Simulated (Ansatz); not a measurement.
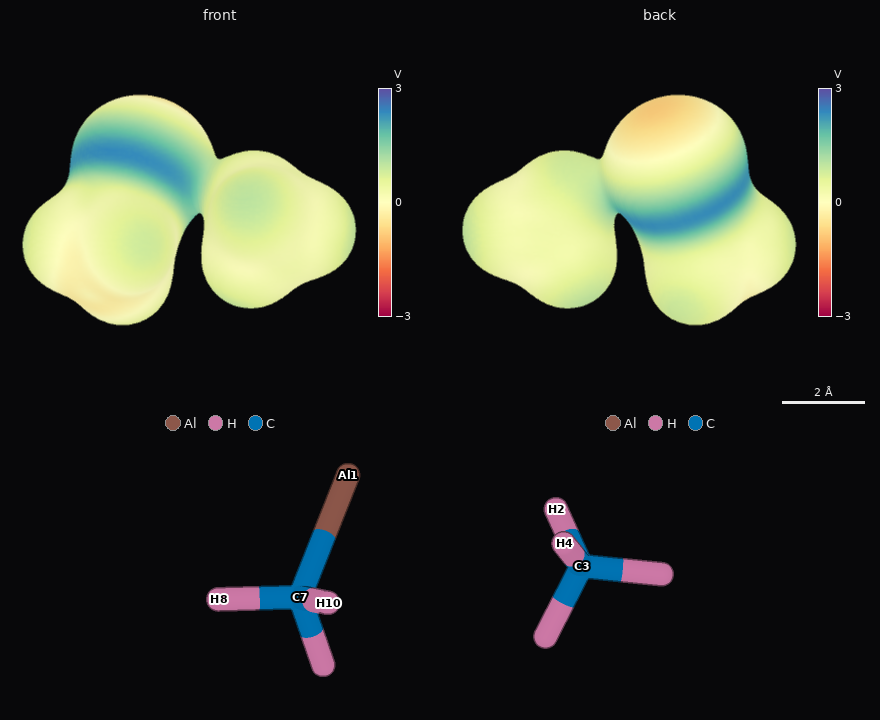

Figure. CH3Al···CH4. The electrostatic potential painted on the density surface at 0.004 e/bohr³, seen from the front and from behind; red is negative and blue positive. The bare structure is drawn below in the same view.

Computed with Ansatz 0.2.0, RKS PBE/cc-pVDZ.

```xyz
10

Al   -1.4408   -0.6602    1.0707
H     1.4901   -0.0752    1.1844
C     2.1317    0.1688    0.3118
H     2.3282   -0.7530   -0.2687
H     1.6222    0.9105   -0.3321
H     3.0879    0.5888    0.6767
C    -1.5965   -0.1287   -0.8749
H    -2.5817   -0.4198   -1.3099
H    -1.4956    0.9745   -1.0131
H    -0.8087   -0.6059   -1.5050
```

**Describe the electrostatic potential map.**

The most negative region (about −0.8 V) lies over H2, the most positive (about +2.3 V) over Al1.
